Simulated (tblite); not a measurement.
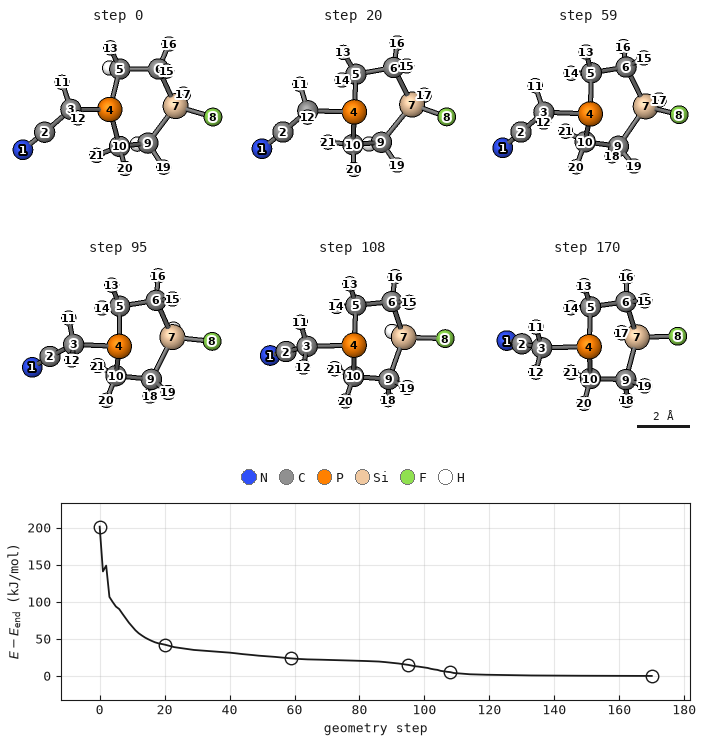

Frames of a relaxation of C6H11FNPSi, marked on the history of the run. The picture is a ball-and-stick view, seen at a tilt.

These are results of GFN2-xTB geometry optimisation, gas phase (tblite), not measurements. 

Describe the path.

Answer. Over 170 geometry steps the energy falls by 201.4 kJ/mol. The largest move after the best rigid fit is that of N1, 2.18 Å. Largest moves by element: N 2.18 Å, H 1.48 Å, F 1.47 Å, C 1.13 Å, P 0.73 Å, Si 0.53 Å. Among the contacts that change: P4–Si7 3.166 → 3.415 Å, Si7–C9 1.818 → 1.897 Å, Si7–F8 1.683 → 1.619 Å, C3–P4 1.824 → 1.887 Å. Among the angles between lasting bonds that change: C3–P4–C10 119.2° → 98.3°, C3–P4–C5 115.7° → 98.2°, C5–P4–C10 112.3° → 99.1°. Groups turn about C9–C10 by about 75°, Si7–C9 by about 60°. From step 0 to 20: P and H atoms move most (0.59 Å), energy −159.1 kJ/mol. From step 20 to 59: H20 moves most (0.60 Å), energy −18.6 kJ/mol. From step 59 to 95: F and H atoms move most (0.67 Å), energy −8.73 kJ/mol. From step 95 to 108: N and H atoms move most (0.64 Å), energy −9.78 kJ/mol. From step 108 to 170: N1 moves most (0.59 Å), energy −5.13 kJ/mol.

```tsv
step	E − E(0), kJ/mol
0	0.00
1	-60.40
2	-52.55
3	-94.82
4	-101.64
5	-107.80
6	-111.12
7	-117.44
8	-123.41
9	-129.57
10	-134.73
18	-157.29
27	-165.19
35	-168.42
44	-171.94
52	-175.03
61	-178.41
69	-179.58
77	-180.53
86	-181.97
94	-185.84
103	-192.60
111	-198.14
119	-199.76
128	-200.47
136	-200.82
145	-201.05
153	-201.21
162	-201.35
170	-201.39
```
